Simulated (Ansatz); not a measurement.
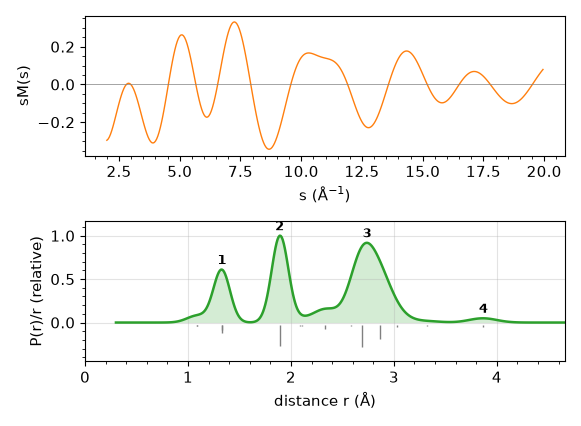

Simulated gas electron diffraction: reduced molecular intensity sM(s) from the Debye equation in the first Born approximation (top) and the radial distribution curve (bottom) of C₂H₂BrF. Each pair of atoms contributes with weight ZᵢZⱼ/r (bars below the curve); damping constant 0.002 Å²; vibrational amplitudes assumed, not computed: 0.05 Å for bonds, 0.078 Å for bonds to H, 0.06 + 0.015 r up to 0.15 Å for other pairs. The geometry is the end point of an optimisation (Ansatz 0.2.0, RKS B3LYP-D4/def2-SVP); it may be a saddle point or a higher isomer.

### Assign the numbered peaks of the radial distribution curve (– bonded, ··· not bonded).

Peak 1, 1.33 Å: F–C 1.33 Å, C–C 1.33 Å; in its flanks C–H 1.09 Å
Peak 2, 1.89 Å: Br–C 1.89 Å
Peak 3, 2.74 Å: Br···F 2.69 Å, Br···C 2.87 Å, not resolved; in its flanks F···C 2.33 Å
Peak 4, 3.87 Å: Br···H 3.87 Å
